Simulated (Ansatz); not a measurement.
# CHGaSi (charge −1, doublet): what the fields show

```yaml
atoms:
  - { symbol: C, position_ang: [-1.6260, -0.6620, -0.4386] }
  - { symbol: Ga, position_ang: [-1.2860, -1.6715, -1.9656] }
  - { symbol: Si, position_ang: [-2.1914, 0.1244, 0.9290] }
  - { symbol: H, position_ang: [0.0893, -1.6663, -2.8246] }
```

Geometry: PBE0-D3(BJ)/def2-SVPD.

Computed with isolated molecule in a Gaussian basis; Kohn-Sham density functional theory, functional PBE0 in Ansatz.

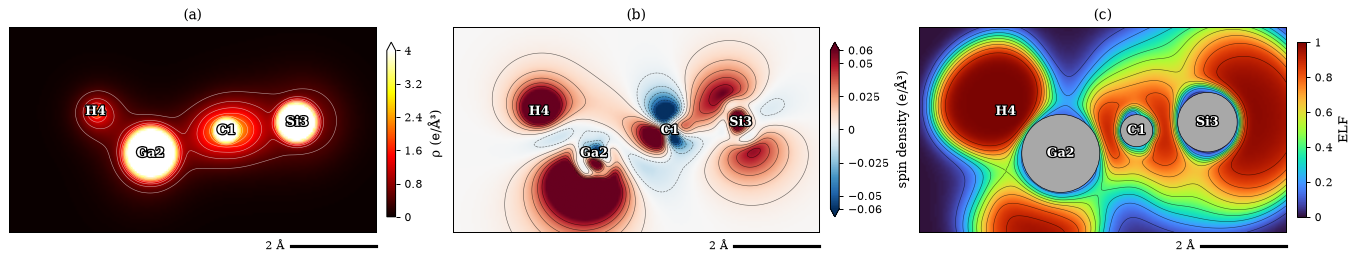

Figure 1. (a) total electron density; (b) spin density; (c) electron localisation function on the molecular plane. Grey discs cover the atomic cores in the ELF map.

Question: Describe what can be read from this map.

Answer:
- The plane passes through C, Ga, Si and H nuclei.
- C–Si (1.68 Å): ρ is about 1.2 e/Å³ halfway; the ELF peaks at about 0.90 between the atoms (a covalent bond).
- C–Ga (1.86 Å): the density is about 0.88 e/Å³ at the midpoint; the ELF peaks at about 0.90 in the valence shell of C, 0.7 Å from its nucleus, and is about 0.45 at the midpoint.
- Ga–H (1.62 Å): ρ is about 0.84 e/Å³ halfway; the ELF climbs to about 1 towards the hydrogen.
- The ELF also peaks beside Si3, away from the bonds: non-bonding electrons, paired or unpaired.
- The unpaired spin (1 electron) lies mostly on Ga2 (about 0.7), Si3 (about 0.2) and H4 (about 0.1), in electrons by Hirshfeld's partition.

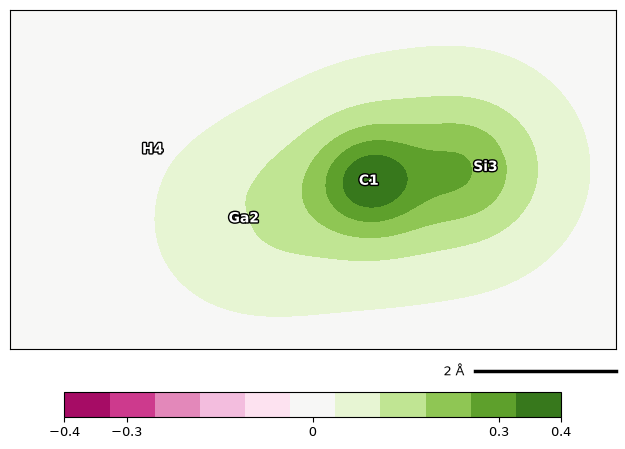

Figure 2. The HOMO−1 (α) on a plane 0.8 Å above the molecular plane (values in Å⁻³ᐟ²; the overall sign is arbitrary).

Question: Describe this orbital and give its energy.

Answer: By Hirshfeld shares it lies mainly on C1 (about 45 %), Si3 (about 35 %) and Ga2 (about 15 %); it changes sign across the molecular plane (π type); π-bonding across C1–Ga2 and C1–Si3. Its energy is −1.51 eV.
